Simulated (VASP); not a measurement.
Band structure of RbCl (rock salt). Method: optB86b-vdW, VASP's PBE PAW potentials (set 64) (plane waves; VASP 6.6.1).

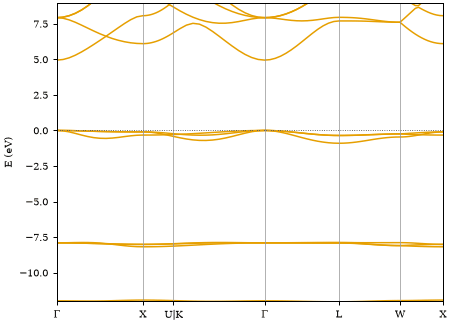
*Bands along high-symmetry lines, zero at the valence-band maximum or, without a gap, the Fermi level*

Question: Read the plot: is there a gap, and where are the band edges?

Answer: The gap is direct, 4.95 eV, from the valence maximum at Γ to the conduction minimum at Γ. (Edges off the drawn lines would not show.)

Measured: gap 8.50 eV (computed value off by -3.55 eV), as given by Aguado et al., (1998), arXiv:cond-mat/9809176.

The compound is RbCl in the rock salt structure. It was relaxed first.
